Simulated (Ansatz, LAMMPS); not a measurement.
**Ga2O3 with crystalline order left by the classical run (95 atoms) under strain**

Aim: relax Ga2O3 with crystalline order left by the classical run (95 atoms), then change its volume and shape to read moduli from the stress.

Main program and level: Ansatz 0.2.0; Kohn-Sham DFT, PBE, PAW (set soft_1), plane waves.

## (1) The structure

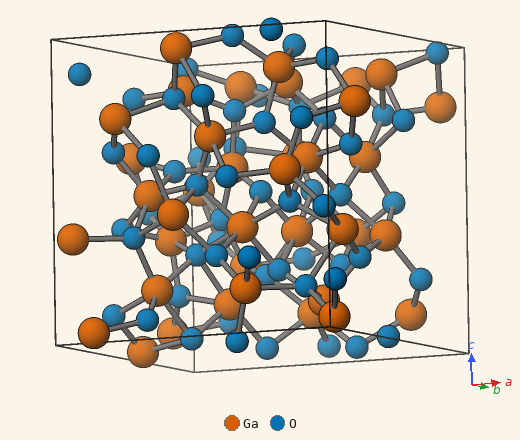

Start, viewed slightly off an axis; gallium orange, oxygen blue. Bonds to atoms that aren't drawn are left out. Some periodic images of atoms are drawn too.

The cell holds 95 atoms: 38 Ga and 57 O. Its edges and angles: a = 10.264 Å, b = 10.264 Å, c = 10.264 Å, α = 90.0°, β = 90.0°, γ = 90.0°. 95 atoms (38 Fe, 57 O) placed at random at 4.7 g/cm³, melted at 5000 K for 10 ps at fixed volume with the Morse and Coulomb pair potential with partial charges (Pedone, Malavasi, Menziani, Cormack and Segre, J. Phys. Chem. B 110, 11780 (2006)). Quenched from 5000 K to 300 K at 50 K/ps and fixed volume, held 5 ps, then minimised at fixed cell. Then Fe was replaced by Ga and the cell scaled by 1.003 (the potential has no terms for the new elements, so the cell is a start for a DFT relaxation).

Limits known from the start: The quench rate of 50 K/ps is many orders above laboratory rates, so the cell is likely richer in defects and strain than a real sample. The network of bonds at the start is that of the classical potential that made the cell, and needn't be the one that DFT or experiment would give. Only the Γ point is sampled.

## (2) Single point at the start

The forces at the start show how far the geometry lies from a minimum of this functional.

Contents of input.yaml:

```yaml
crystal:
  lattice:
    - [10.2635, 0.0, 0.0]
    - [0.0, 10.2635, 0.0]
    - [0.0, 0.0, 10.2635]
  atoms:
    - { symbol: Ga, position: [0.28034, 0.39565, 0.84853] }
    - { symbol: Ga, position: [0.53768, 0.79851, 0.14318] }
    - { symbol: Ga, position: [0.91777, 0.98331, 0.80888] }
    - { symbol: Ga, position: [0.96598, 0.26929, 0.76343] }
    - { symbol: Ga, position: [0.83125, 0.9205, 0.1306] }
    - { symbol: Ga, position: [0.07416, 0.48434, 0.01661] }
    - { symbol: Ga, position: [0.50064, 0.36792, 0.38835] }
    - { symbol: Ga, position: [0.87442, 0.35031, 0.35787] }
    - { symbol: Ga, position: [0.14674, 0.55275, 0.38263] }
    - { symbol: Ga, position: [0.69227, 0.46038, 0.61247] }
    - { symbol: Ga, position: [0.05824, 0.734, 0.10068] }
    - { symbol: Ga, position: [0.19362, 0.07124, 0.73459] }
    - { symbol: Ga, position: [0.19601, 0.30612, 0.50345] }
    - { symbol: Ga, position: [0.28167, 0.82446, 0.31226] }
    - { symbol: Ga, position: [0.35173, 0.59753, 0.61211] }
    - { symbol: Ga, position: [0.48056, 0.18516, 0.67072] }
    - { symbol: Ga, position: [0.38303, 0.10117, 0.41289] }
    - { symbol: Ga, position: [0.73336, 0.4869, 0.14448] }
    - { symbol: Ga, position: [0.1367, 0.00583, 0.03263] }
    - { symbol: Ga, position: [0.35775, 0.55202, 0.16115] }
    - { symbol: Ga, position: [0.66696, 0.31904, 0.89717] }
    - { symbol: Ga, position: [0.22974, 0.28407, 0.18986] }
    - { symbol: Ga, position: [0.76254, 0.16211, 0.54395] }
    - { symbol: Ga, position: [0.01957, 0.52697, 0.65479] }
    - { symbol: Ga, position: [0.91288, 0.20468, 0.05709] }
    - { symbol: Ga, position: [0.85538, 0.69754, 0.36887] }
    - { symbol: Ga, position: [0.7598, 0.74745, 0.63494] }
    - { symbol: Ga, position: [0.84554, 0.70402, 0.89631] }
    - { symbol: Ga, position: [0.54688, 0.61402, 0.88023] }
    - { symbol: Ga, position: [0.12361, 0.80678, 0.57033] }
    - { symbol: Ga, position: [0.63517, 0.9338, 0.90066] }
    - { symbol: Ga, position: [0.44477, 0.89, 0.67024] }
    - { symbol: Ga, position: [0.03991, 0.05828, 0.34916] }
    - { symbol: Ga, position: [0.63252, 0.92358, 0.40533] }
    - { symbol: Ga, position: [0.40531, 0.09826, 0.95574] }
    - { symbol: Ga, position: [0.30334, 0.76326, 0.89327] }
    - { symbol: Ga, position: [0.56004, 0.64514, 0.39608] }
    - { symbol: Ga, position: [0.61746, 0.15289, 0.16354] }
    - { symbol: O, position: [0.01394, 0.65841, 0.48732] }
    - { symbol: O, position: [0.66319, 0.75906, 0.28857] }
    - { symbol: O, position: [0.54235, 0.79348, 0.54232] }
    - { symbol: O, position: [0.84871, 0.30856, 0.91332] }
    - { symbol: O, position: [0.56845, 0.4935, 0.256] }
    - { symbol: O, position: [0.63941, 0.48628, 0.98493] }
    - { symbol: O, position: [0.80087, 0.8677, 0.49246] }
    - { symbol: O, position: [0.84267, 0.1279, 0.70513] }
    - { symbol: O, position: [0.52717, 0.04305, 0.78798] }
    - { symbol: O, position: [0.4338, 0.94205, 0.33894] }
    - { symbol: O, position: [0.13946, 0.91426, 0.4114] }
    - { symbol: O, position: [0.2634, 0.6888, 0.45682] }
    - { symbol: O, position: [0.33453, 0.02498, 0.60215] }
    - { symbol: O, position: [0.97019, 0.86244, 0.97245] }
    - { symbol: O, position: [0.9918, 0.0584, 0.16231] }
    - { symbol: O, position: [0.48403, 0.21033, 0.283] }
    - { symbol: O, position: [0.76958, 0.28614, 0.17311] }
    - { symbol: O, position: [0.14974, 0.60217, 0.20459] }
    - { symbol: O, position: [0.30538, 0.42463, 0.31444] }
    - { symbol: O, position: [0.70381, 0.01047, 0.24676] }
    - { symbol: O, position: [0.77738, 0.04926, 0.99011] }
    - { symbol: O, position: [0.73673, 0.61243, 0.50156] }
    - { symbol: O, position: [0.43036, 0.67396, 0.02414] }
    - { symbol: O, position: [0.49382, 0.51827, 0.51825] }
    - { symbol: O, position: [0.7028, 0.78109, 0.02042] }
    - { symbol: O, position: [0.39771, 0.52864, 0.78961] }
    - { symbol: O, position: [0.61166, 0.31577, 0.71951] }
    - { symbol: O, position: [0.88264, 0.40141, 0.64055] }
    - { symbol: O, position: [0.94044, 0.6705, 0.73688] }
    - { symbol: O, position: [0.55032, 0.21859, 0.9988] }
    - { symbol: O, position: [0.27043, 0.95844, 0.8841] }
    - { symbol: O, position: [0.91511, 0.5886, 0.02517] }
    - { symbol: O, position: [0.04324, 0.11698, 0.89376] }
    - { symbol: O, position: [0.84872, 0.52259, 0.28299] }
    - { symbol: O, position: [0.41801, 0.69905, 0.26455] }
    - { symbol: O, position: [0.0488, 0.32656, 0.1224] }
    - { symbol: O, position: [0.16293, 0.65594, 0.95068] }
    - { symbol: O, position: [0.20265, 0.8612, 0.13879] }
    - { symbol: O, position: [0.28068, 0.76058, 0.69517] }
    - { symbol: O, position: [0.90169, 0.1643, 0.41574] }
    [... 11 atom lines left out ...]
    - { symbol: O, position: [0.93144, 0.79665, 0.22875] }
    - { symbol: O, position: [0.59325, 0.07798, 0.52321] }
    - { symbol: O, position: [0.68738, 0.60351, 0.75465] }
    - { symbol: O, position: [0.28479, 0.41891, 0.04142] }
    - { symbol: O, position: [0.69393, 0.3306, 0.45876] }
    - { symbol: O, position: [0.26573, 0.13863, 0.07912] }
kpoints:
  mp_grid: { grid: [1, 1, 1] }
hamiltonian:
  xc: pbe
  pseudopotentials: { kind: paw, azcp: { folder: soft_1 } }
scf:
  occupations: { method: fixed }
output:
  forces: true
```

Launch:

```console
ansatz run input.yaml --threads 4 --pin off --max-ram 8192MiB --backend cpu --events-out ev --progress --plain --runs-dir out
```

Numbers of over 12 decimals in the logs are rounded to 6 here.

Output:

```text
[...]
Pseudopotentials: kind: paw
Pseudopotential: Ga, paw, valence charge 13, recommended cutoff 420 eV (normal), soft_1/Ga.paw.azcp
Pseudopotential: O, paw, valence charge 6, recommended cutoff 420 eV (normal), soft_1/O.paw.azcp
[... 5 lines on functional and potentials left out ...]
Crystal: 95 atoms, lattice volume = 1081.151 Å³
Basis set: ecut = 420 eV, 21247 PW (Γ), exchange–correlation on 144×144×144 points (8 copies of the dense FFT grid, shifted against one another)
Bands: 513, of which v1, the nominal top of the filled ones, is band 418 counted from 1 (417 counted from 0)
Symmetry: 1 space group operations
Space group: P1 (ITA 1), of the structure as read, at distance tolerance 1.0e-4 Å
k-points: 1
[... 5 lines on functional and potentials left out ...]
Initial density: superposition of atomic densities (chi_scale 0.1, normalization cell, long waves kept (reshape's long-wave potential 0.08 eV rms))
Initial wavefunctions: pseudopotential atomic-orbital guess
[...]
SCF iter   1: F=—  HF=-176137.236896 eV  |F-HF|=—  |Δ(HF+E_count)|=         —  Δρ=1.13e-1  dr2=6.27e1  ethr=3.10e-3  ⟨swp⟩=4.0  Hψ=1268  notcnv=0  defer=88
preconditioner: auto → Resta (q_TF=auto, 2.614 Å⁻¹)  ε∞=4.3  [insulator: Δε(μ)=1.612 eV  Ē_g=17.859 eV  n_scr=340 (ndim 8)  ℏωp=32.7 eV  f_vac=0.009  ε∞_Penn≈4.3]
[...]
SCF iter  12: F=—  HF=-176115.824522 eV  |F-HF|=—  |Δ(HF+E_count)|=   1.88e-7  Δρ=7.15e-6  dr2=4.91e-7  ethr=2.91e-10  ⟨swp⟩=2.0  Hψ=843  notcnv=0  defer=87
SCF iter  13: F=-176115.824522 eV  HF=-176115.824522 eV  |F-HF|=3.09e-8  |Δ(HF+E_count)|=   5.09e-8  Δρ=1.76e-6  dr2=3.51e-8  ethr=1.20e-11  ⟨swp⟩=4.0  Hψ=1713  notcnv=0
SCF 1 converged in 13 iterations: F = -176115.824522 eV  dr2 = 3.51e-8
[...]
SCF converged after 13 iterations
Free energy (F): -176115.824522 eV
Harris-Foulkes:  -176115.824522 eV  (|F-HF|=3.09e-8)
Internal energy: -176115.824522 eV  (E = F + TS)
E sigma→0 (E₀):  -176115.824522 eV
Fermi energy:    7.447054 eV
--- Per-component energies (eV) ---
[...]
Σ components = -176115.824522   (vs F -176115.824522, Δ=0.00e0)
--- Forces (eV/Å), atoms counted from 1 ---
  atom   1  Ga     0.13207754     0.00481552     0.35495780
  atom   2  Ga     0.25266947    -0.14911043    -0.67139609
  atom   3  Ga     0.35407864     0.09473728     0.09080653
  atom   4  Ga    -0.50368827    -0.00069245    -0.39028416
[...]
atom  95  O      0.22577161    -0.13774072    -0.11350043
  max |Σ_I F_I| component: 3.09e-5 eV/Å
```

Run time: 19 s. Hardware: 4 threads of Arm Neoverse V2, shared host; peak memory 1.7 GiB.

The r.m.s. force at the start is 0.31 eV/Å.

## (3) Cell and atoms relaxed

The cell is relaxed with the atoms, since the starting lattice needn't suit this functional.

Contents of input.yaml:

```yaml
crystal:
  lattice:
    - [10.2635, 0.0, 0.0]
    - [0.0, 10.2635, 0.0]
    - [0.0, 0.0, 10.2635]
  atoms:
    [... the 95 atom lines of step 2 ...]
kpoints:
  mp_grid: { grid: [1, 1, 1] }
hamiltonian:
  xc: pbe
  pseudopotentials: { kind: paw, azcp: { folder: soft_1 } }
scf:
  occupations: { method: fixed }
output:
  forces: true
relax:
  f_tol: 0.05
  max_steps: 150
  cell: {}
```

Output:

```text
[...]
Crystal: 95 atoms, lattice volume = 1081.151 Å³
Basis set: ecut = 420 eV, 21247 PW (Γ), exchange–correlation on 144×144×144 points (8 copies of the dense FFT grid, shifted against one another)
Bands: 513, of which v1, the nominal top of the filled ones, is band 418 counted from 1 (417 counted from 0)
Symmetry: 1 space group operations
[...]
k-points: 1
[...]
SCF iter   1: F=—  HF=-176137.236897 eV  |F-HF|=—  |Δ(HF+E_count)|=         —  Δρ=1.13e-1  dr2=6.27e1  ethr=3.10e-3  ⟨swp⟩=4.0  Hψ=1268  notcnv=0  defer=88
[...]
SCF iter  12: F=—  HF=-176115.824522 eV  |F-HF|=—  |Δ(HF+E_count)|=   1.88e-7  Δρ=7.15e-6  dr2=4.91e-7  ethr=2.91e-10  ⟨swp⟩=2.0  Hψ=843  notcnv=0  defer=87
SCF iter  13: F=-176115.824522 eV  HF=-176115.824522 eV  |F-HF|=3.09e-8  |Δ(HF+E_count)|=   5.09e-8  Δρ=1.76e-6  dr2=3.51e-8  ethr=1.20e-11  ⟨swp⟩=4.0  Hψ=1713  notcnv=0
SCF 1 converged in 13 iterations: F = -176115.824522 eV  dr2 = 3.51e-8
[...]
relax step   1: F+E_penalty+E_count = -176115.82452213 eV  Δ(F+E_penalty+E_count) = +0.000e0 eV  max|allowed force component| = 9.330e-1 eV/Å  Δτ_max = 0.0000 Å  P = -10.548 GPa  Ω = 1081.151 Å³  (13 SCF iters, dr2 threshold 1.00e-7 eV, accepted)
[... from here on, the SCF cycles and remarks between the steps are left out ...]
relax step   2: F+E_penalty+E_count = -176119.16045961 eV  Δ(F+E_penalty+E_count) = -3.336e0 eV  max|allowed force component| = 5.884e-1 eV/Å  Δτ_max = 0.1145 Å  P = -4.262 GPa  Ω = 1035.546 Å³  energy of the carried Pulay correction = +1.167e-1 eV  (8 SCF iters, dr2 threshold 9.50e-6 eV, accepted)
relax step   3: F+E_penalty+E_count = -176119.99883896 eV  Δ(F+E_penalty+E_count) = -8.384e-1 eV  max|allowed force component| = 3.035e-1 eV/Å  Δτ_max = 0.0774 Å  P = +1.154 GPa  Ω = 1007.074 Å³  energy of the carried Pulay correction = +1.921e-1 eV  (8 SCF iters, dr2 threshold 9.50e-6 eV, accepted)
relax step   4: F+E_penalty+E_count = -176120.27202546 eV  Δ(F+E_penalty+E_count) = -2.732e-1 eV  max|allowed force component| = 2.228e-1 eV/Å  Δτ_max = 0.2000 Å  P = +0.165 GPa  Ω = 1024.628 Å³  energy of the carried Pulay correction = +1.454e-1 eV  (8 SCF iters, dr2 threshold 5.76e-6 eV, accepted)
relax step   5: F+E_penalty+E_count = -176120.35536675 eV  Δ(F+E_penalty+E_count) = -8.334e-2 eV  max|allowed force component| = 1.946e-1 eV/Å  Δτ_max = 0.2000 Å  P = +0.124 GPa  Ω = 1027.206 Å³  energy of the carried Pulay correction = +1.386e-1 eV  (8 SCF iters, dr2 threshold 3.10e-6 eV, accepted)
relax step   6: F+E_penalty+E_count = -176120.39988025 eV  Δ(F+E_penalty+E_count) = -4.451e-2 eV  max|allowed force component| = 1.048e-1 eV/Å  Δτ_max = 0.2000 Å  P = -0.088 GPa  Ω = 1029.700 Å³  energy of the carried Pulay correction = +1.320e-1 eV  (9 SCF iters, dr2 threshold 2.37e-6 eV, accepted)
relax step   7: F+E_penalty+E_count = -176120.36001264 eV  Δ(F+E_penalty+E_count) = +3.987e-2 eV  max|allowed force component| = 5.541e-1 eV/Å  Δτ_max = 0.1490 Å  P = +0.151 GPa  Ω = 1031.279 Å³  energy of the carried Pulay correction = +1.278e-1 eV  (9 SCF iters, dr2 threshold 6.87e-7 eV, rejected (line search))
relax step   8: F+E_penalty+E_count = -176120.42006951 eV  Δ(F+E_penalty+E_count) = -2.019e-2 eV  max|allowed force component| = 7.714e-2 eV/Å  Δτ_max = 0.0745 Å  P = -0.070 GPa  Ω = 1030.049 Å³  energy of the carried Pulay correction = +1.311e-1 eV  (12 SCF iters, accepted)
relax step   9: F+E_penalty+E_count = -176120.44956085 eV  Δ(F+E_penalty+E_count) = -2.949e-2 eV  max|allowed force component| = 1.372e-1 eV/Å  Δτ_max = 0.0951 Å  P = +0.074 GPa  Ω = 1030.205 Å³  energy of the carried Pulay correction = +1.307e-1 eV  (8 SCF iters, dr2 threshold 3.72e-7 eV, accepted)
relax step  10: F+E_penalty+E_count = -176120.43079750 eV  Δ(F+E_penalty+E_count) = +1.876e-2 eV  max|allowed force component| = 3.441e-1 eV/Å  Δτ_max = 0.1446 Å  P = +0.078 GPa  Ω = 1031.707 Å³  energy of the carried Pulay correction = +1.267e-1 eV  (8 SCF iters, dr2 threshold 1.18e-6 eV, rejected (line search))
relax step  11: F+E_penalty+E_count = -176120.46896593 eV  Δ(F+E_penalty+E_count) = -1.941e-2 eV  max|allowed force component| = 1.059e-1 eV/Å  Δτ_max = 0.0723 Å  P = +0.039 GPa  Ω = 1030.701 Å³  energy of the carried Pulay correction = +1.294e-1 eV  (12 SCF iters, accepted)
relax step  12: F+E_penalty+E_count = -176120.48463928 eV  Δ(F+E_penalty+E_count) = -1.567e-2 eV  max|allowed force component| = 9.122e-2 eV/Å  Δτ_max = 0.0731 Å  P = +0.021 GPa  Ω = 1031.070 Å³  energy of the carried Pulay correction = +1.284e-1 eV  (7 SCF iters, dr2 threshold 7.00e-7 eV, accepted)
relax step  13: F+E_penalty+E_count = -176120.50195359 eV  Δ(F+E_penalty+E_count) = -1.731e-2 eV  max|allowed force component| = 8.173e-2 eV/Å  Δτ_max = 0.1125 Å  P = +0.019 GPa  Ω = 1031.777 Å³  energy of the carried Pulay correction = +1.265e-1 eV  (8 SCF iters, dr2 threshold 5.20e-7 eV, accepted)
[...]
relax step  17: F+E_penalty+E_count = -176120.71010844 eV  Δ(F+E_penalty+E_count) = -1.582e-1 eV  max|allowed force component| = 6.080e-1 eV/Å  Δτ_max = 0.2000 Å  P = -0.025 GPa  Ω = 1043.754 Å³  energy of the carried Pulay correction = +9.530e-2 eV  (8 SCF iters, dr2 threshold 9.50e-6 eV, accepted)
relax step  18: F+E_penalty+E_count = -176120.89746402 eV  Δ(F+E_penalty+E_count) = -1.874e-1 eV  max|allowed force component| = 4.321e-1 eV/Å  Δτ_max = 0.1973 Å  P = +0.166 GPa  Ω = 1044.107 Å³  energy of the carried Pulay correction = +9.439e-2 eV  (7 SCF iters, dr2 threshold 9.50e-6 eV, accepted)
relax step  19: F+E_penalty+E_count = -176121.02774708 eV  Δ(F+E_penalty+E_count) = -1.303e-1 eV  max|allowed force component| = 2.871e-1 eV/Å  Δτ_max = 0.2000 Å  P = -0.076 GPa  Ω = 1046.825 Å³  energy of the carried Pulay correction = +8.735e-2 eV  (8 SCF iters, dr2 threshold 9.50e-6 eV, accepted)
relax step  20: F+E_penalty+E_count = -176121.14259528 eV  Δ(F+E_penalty+E_count) = -1.148e-1 eV  max|allowed force component| = 2.394e-1 eV/Å  Δτ_max = 0.2000 Å  P = +0.125 GPa  Ω = 1045.891 Å³  energy of the carried Pulay correction = +8.977e-2 eV  (8 SCF iters, dr2 threshold 5.15e-6 eV, accepted)
relax step  21: F+E_penalty+E_count = -176121.24757784 eV  Δ(F+E_penalty+E_count) = -1.050e-1 eV  max|allowed force component| = 5.194e-1 eV/Å  Δτ_max = 0.2000 Å  P = +0.162 GPa  Ω = 1046.491 Å³  energy of the carried Pulay correction = +8.821e-2 eV  (8 SCF iters, dr2 threshold 3.58e-6 eV, accepted)
relax step  22: F+E_penalty+E_count = -176121.36697313 eV  Δ(F+E_penalty+E_count) = -1.194e-1 eV  max|allowed force component| = 5.053e-1 eV/Å  Δτ_max = 0.1947 Å  P = +0.058 GPa  Ω = 1047.730 Å³  energy of the carried Pulay correction = +8.501e-2 eV  (8 SCF iters, dr2 threshold 9.50e-6 eV, accepted)
relax step  23: F+E_penalty+E_count = -176121.57057126 eV  Δ(F+E_penalty+E_count) = -2.036e-1 eV  max|allowed force component| = 1.611e-1 eV/Å  Δτ_max = 0.2000 Å  P = +0.057 GPa  Ω = 1047.935 Å³  energy of the carried Pulay correction = +8.448e-2 eV  (8 SCF iters, dr2 threshold 9.50e-6 eV, accepted)
relax step  24: F+E_penalty+E_count = -176121.67468829 eV  Δ(F+E_penalty+E_count) = -1.041e-1 eV  max|allowed force component| = 9.677e-2 eV/Å  Δτ_max = 0.2000 Å  P = -0.029 GPa  Ω = 1049.100 Å³  energy of the carried Pulay correction = +8.147e-2 eV  (8 SCF iters, dr2 threshold 1.62e-6 eV, accepted)
relax step  25: F+E_penalty+E_count = -176121.71679529 eV  Δ(F+E_penalty+E_count) = -4.211e-2 eV  max|allowed force component| = 6.115e-2 eV/Å  Δτ_max = 0.1831 Å  P = -0.012 GPa  Ω = 1048.801 Å³  energy of the carried Pulay correction = +8.224e-2 eV  (9 SCF iters, dr2 threshold 5.85e-7 eV, accepted)
relax step  26: F+E_penalty+E_count = -176121.71987719 eV  Δ(F+E_penalty+E_count) = -3.082e-3 eV  max|allowed force component| = 3.515e-2 eV/Å  Δτ_max = 0.0212 Å  P = +0.008 GPa  Ω = 1048.718 Å³  energy of the carried Pulay correction = +8.246e-2 eV  (8 SCF iters, dr2 threshold 2.34e-7 eV, accepted)
relax step  27: F+E_penalty+E_count = -176121.71966536 eV  Δ(F+E_penalty+E_count) = +2.118e-4 eV  max|allowed force component| = 3.532e-2 eV/Å  Δτ_max = 0.0000 Å  P = +0.024 GPa  Ω = 1048.718 Å³  stress off target by 3.28e-1 GPa  SCF on the basis re-selected at this cell (its energy is not comparable with the rows above)  (8 SCF iters)
relax step  28: F+E_penalty+E_count = -176121.72592246 eV  Δ(F+E_penalty+E_count) = -6.257e-3 eV  max|allowed force component| = 8.124e-2 eV/Å  Δτ_max = 0.0260 Å  P = +0.016 GPa  Ω = 1049.142 Å³  energy of the carried Pulay correction = -1.413e-3 eV  (8 SCF iters, dr2 threshold 2.69e-7 eV, accepted)
relax step  29: F+E_penalty+E_count = -176121.72740026 eV  Δ(F+E_penalty+E_count) = -1.478e-3 eV  max|allowed force component| = 1.620e-2 eV/Å  Δτ_max = 0.0169 Å  P = +0.002 GPa  Ω = 1049.209 Å³  energy of the carried Pulay correction = -1.566e-3 eV  (6 SCF iters, dr2 threshold 4.12e-7 eV, accepted)
relax step  30: F+E_penalty+E_count = -176121.73132824 eV  Δ(F+E_penalty+E_count) = -3.928e-3 eV  max|allowed force component| = 1.642e-2 eV/Å  Δτ_max = 0.0000 Å  P = +0.006 GPa  Ω = 1049.209 Å³  stress off target by 3.93e-2 GPa  SCF on the basis re-selected at this cell (its energy is not comparable with the rows above)  (6 SCF iters)
basis re-selected at this cell: Δ(F+E_penalty+E_count) = -3.928e-3 eV, ΔP = +0.003 GPa vs the last step (what re-selecting the basis moved, of the pressure what is left beyond the Pulay correction that the steps carried, after the strain that the cell walked since its last selection, [...]
SCF converged after 6 iterations
Free energy (F): -176121.731328 eV
[...]
Internal energy: -176121.731328 eV  (E = F + TS)
E sigma→0 (E₀):  -176121.731328 eV
Fermi energy:    7.724863 eV
[...]
Σ components = -176121.731328   (vs F -176121.731328, Δ=0.00e0)
--- Forces (eV/Å), atoms counted from 1 ---
  atom   1  Ga    -0.00244833     0.00110139     0.00418707
  atom   2  Ga    -0.00655493    -0.00350317     0.01641524
  atom   3  Ga     0.00377289    -0.00234333    -0.00406032
  atom   4  Ga     0.00131295     0.00189542    -0.00642236
[...]
atom  95  O      0.00012206    -0.00410918    -0.00532914
  max |Σ_I F_I| component: 2.18e-6 eV/Å
--- Stress (GPa, compression-positive) ---
       -0.011704       0.009035      -0.008895
        0.009035       0.023258       0.023255
       -0.008895       0.023255       0.005061
  P = ⅓ Tr σ = 0.0055 GPa (0.055 kbar)
--- Relaxed structure (28 steps of the walk, 26 accepted, 2 SCFs on fresh bases) ---
  F+E_penalty+E_count = -176121.73132824 eV   max|allowed force component| = 1.642e-2 eV/Å   (the final SCF, on the basis selected at the relaxed cell)
  cell:  # Å, volume = 1049.2090 Å³
    - [9.884430, 0.275331, -0.227971]
    - [0.275331, 10.535627, 0.351871]
    - [-0.227971, 0.351871, 10.099901]
  atoms:
    - { symbol: Ga, position: [0.308482, 0.399846, 0.877191] }
    - { symbol: Ga, position: [0.529636, 0.784979, 0.126074] }
    - { symbol: Ga, position: [0.900433, 0.987212, 0.815110] }
    - { symbol: Ga, position: [0.958298, 0.247551, 0.762893] }
[...]
- { symbol: O, position: [0.282245, 0.134888, 0.079902] }
```

Run time: 8 min. Hardware: 4 threads; peak memory 1.7 GiB; 30 min of CPU time.

The relaxation converged after 28 steps, with a largest force component of 0.016 eV/Å.

(Part 1 of 3 ends here.)

[Logs are printed without paths, hosts, clocks, repeated set-up lines and the standing remarks that a program may print on its own settings, such as how far it seeks lower states.]

[Hosts, paths, dates, database ids (printed as entryN), source tags and the programs' standing remarks are cut or masked in the printed files.]
